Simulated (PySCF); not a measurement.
## Electronic structure of C$_{2}$H$_{5}$Cl$_{3}$OTi (Ti(OEt)Cl3) in real space

```xyz
12

Ti    0.7176    0.1369   -1.8576
O    -0.3816    0.4670   -0.5858
C    -0.9533    0.3983    0.6959
C    -0.1143   -0.4559    1.6199
H    -1.0455    1.4304    1.0738
H    -1.9718   -0.0103    0.5831
H    -0.5697   -0.4953    2.6206
H    -0.0372   -1.4836    1.2343
H     0.9009   -0.0420    1.7151
Cl    2.7073    0.6967   -1.1666
Cl    0.2179    1.2861   -3.6434
Cl    0.6453   -2.0108   -2.2383
```

Geometry: PBE0-D3(BJ)/def2-SVP.

Theory: CAM-B3LYP/def2-SVPD, SCF density, gas phase (PySCF).

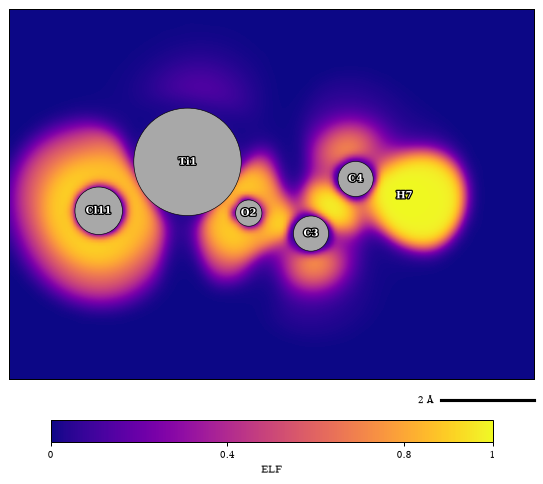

Figure 1. ELF on the plane of atoms C3, C4 and H7. Grey discs cover the atomic cores.

### What do the fields say about this system?

- The section cuts through Ti, O, C, H and Cl sites.
- C–O (1.41 Å): the ELF peaks at about 0.90 between the atoms: a shared but strongly polarised pair.
- C–C (1.51 Å): the ELF peaks at about 0.95 between the atoms (a shared electron pair).
- Ti–O (1.71 Å): the ELF peaks at about 0.80 in the valence shell of O, 0.5 Å from its nucleus, and drops to about 0.20 between the two atoms.
- Ti–Cl (2.18 Å): the ELF peaks at about 0.85 in the valence shell of Cl, 0.8 Å from its nucleus, and is about 0.40 at the midpoint.
- C–H (1.10 Å): the ELF climbs to about 1 towards the hydrogen, as it does in any bond to H; an ordinary covalent bond to hydrogen.

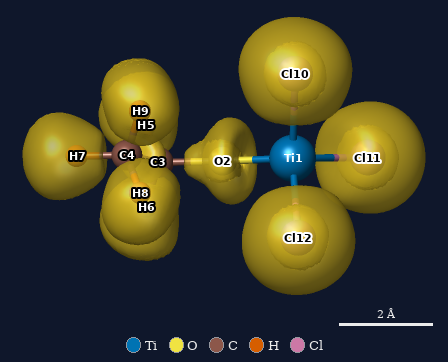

Figure 2. Isosurface of the electron localisation function at 0.75 (yellow), seen from one side. Only the valence region is drawn (cores and ρ < 0.01 e/Å³ removed).

### Identify the bonds, lone pairs and shells in this picture.

The ELF exceeds this value in one region between bonded C–C atoms (shared pairs), five regions around hydrogen nuclei, one region on O in which the atom's valence shell and bonds are merged and three regions wrapped around Cl (the valence shell of each).

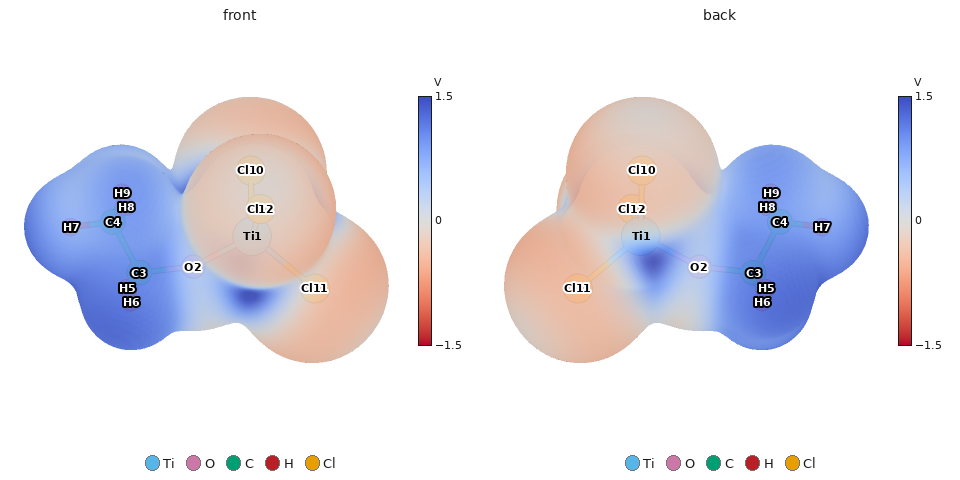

Figure 3. The electrostatic potential painted on the density surface at 0.002 e/bohr³, seen from the front and from behind; the colour scale runs from red (negative) to blue (positive).

### Describe the electrostatic potential map.

The most negative region (about −0.5 V) lies over Cl10, Cl11 and Cl12, the most positive (about +1.4 V) over Ti1.

### What dipole moment does the calculation give?

Its dipole moment is 3.98 D.
